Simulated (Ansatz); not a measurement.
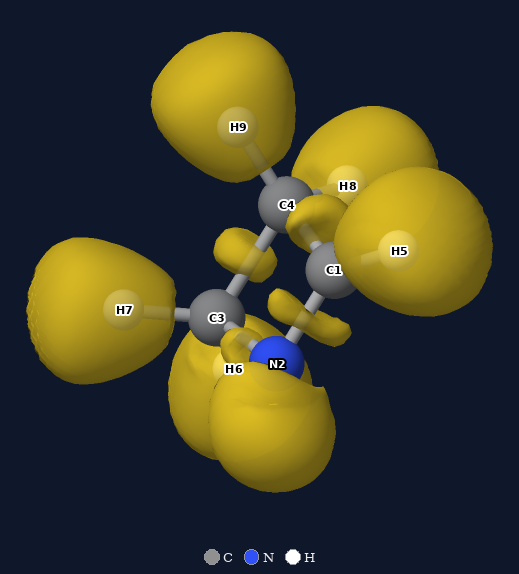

Figure 1: C3H5N. Isosurface of the ELF at 0.85 (yellow), seen at an oblique angle. Core shells and regions of very low density are left out.

Geometry: PBE0-D4/def2-TZVP.

Method: Ansatz, RKS PBE0-D4/def2-TZVPP.

Input

```
crystal:
  periodic: [false, false, false]
  atoms:
    - {symbol: C, position_ang: [-0.740215, 0.500129, -0.709207]}
    - {symbol: N, position_ang: [0.435168, 0.982389, -0.862558]}
    - {symbol: C, position_ang: [0.959308, 0.070522, 0.185099]}
    - {symbol: C, position_ang: [-0.465702, -0.506080, 0.363040]}
    - {symbol: H, position_ang: [-1.635600, 0.800122, -1.253347]}
    - {symbol: H, position_ang: [1.711805, -0.621493, -0.198923]}
    - {symbol: H, position_ang: [1.369265, 0.608132, 1.042715]}
    - {symbol: H, position_ang: [-0.601624, -1.554322, 0.087721]}
    - {symbol: H, position_ang: [-0.943907, -0.325599, 1.328358]}
basis:
  gaussian: {orbitals: def2-TZVPP}
hamiltonian: {xc: pbe0, dispersion: d4}
output: {orbitals: {seedname: orbitals}}
```

Run with:

```sh
ansatz run in.yaml --threads 2 --pin off --events-out ev --progress --plain --max-ram 4352MiB
```

### What do the ELF domains correspond to?

The ELF exceeds this value in two regions between bonded C–C atoms (shared pairs), two regions between bonded C–N atoms (shared pairs), five regions around hydrogen nuclei and one lobe on N, pointing away from the bonds (lone pairs).

Values along the shortest contacts:
C–N (1.28 Å): the ELF peaks at about 0.90 between the atoms; a covalent bond. C–C (1.50 Å): the ELF peaks at about 0.95 between the atoms, as expected for localised, covalent bonding.
